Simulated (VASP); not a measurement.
Energy against volume of PdIn (CsCl type). Computed with AM05 GGA, VASP's PBE PAW potentials (set 64) (plane waves; VASP 6.6.1).

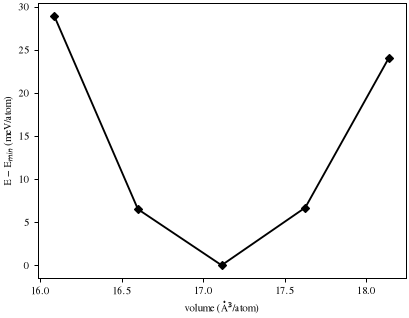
*Energy against volume*

Task: Estimate the equilibrium volume and the bulk modulus.

Result: The minimum lies near 17.1 Å³/atom, and the curvature gives B0 of about 140 GPa.

The compound is PdIn in the CsCl type structure. It was relaxed first.
